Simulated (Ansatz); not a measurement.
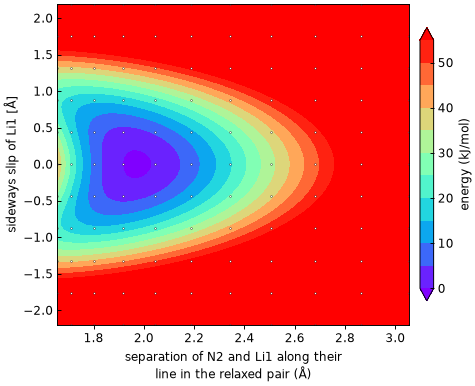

H₃LiN, charge +1. First axis: separation of N2 and Li1 along their line in the relaxed pair. Second axis: sideways slip of Li1. Nothing is relaxed (both partners rigid). Grid: 11 × 11 points. Points are written as (first, second). Energies: kJ/mol, counted from the lowest grid point. The calculation used Ansatz, RKS wB97M-V/def2-TZVPD.

In the figure: filled contours, dots at the grid points, one colour for all values above the top of the scale. Between grid points the surface is interpolated.

### Estimate the position of the minimum and the force constants in these coordinates.

The interpolated minimum is at the first coordinate ≈ 1.972 Å, sideways slip of Li1 ≈ 0.00 Å. The curvatures there are about 5.1 eV/Å² and 0.42 eV/Å², with a cross term of about 0 eV/Å². Round the minimum the two coordinates are nearly uncoupled. (1 eV is 96.5 kJ/mol.)
